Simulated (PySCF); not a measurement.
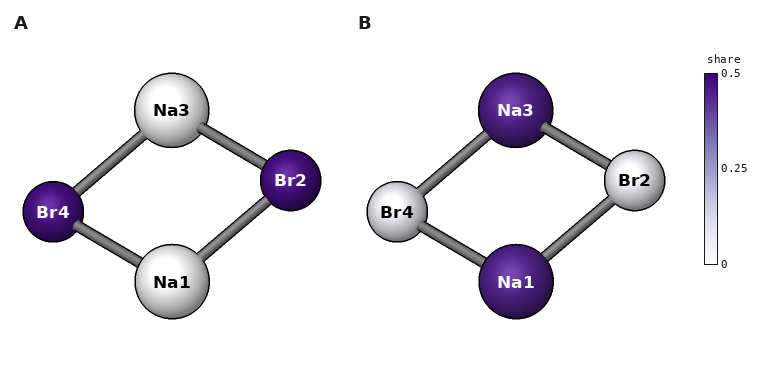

Each panel colours the atoms by their Löwdin share in one orbital (up to four of the largest shares; other atoms are shown as zero). Computed geometry: PBE0-D3(BJ)/def2-SVP optimisation. No frequency run is at hand to confirm it as a minimum. Level of theory: CAM-B3LYP/def2-SVPD (PySCF 2.14.0).

The panels show the HOMO, LUMO, in some order. Which is which?

A: HOMO, −8.38 eV; Br2 0.48, Br4 0.48
B: LUMO, −0.62 eV; Na3 0.45, Na1 0.45, Br4 0.05, Br2 0.05
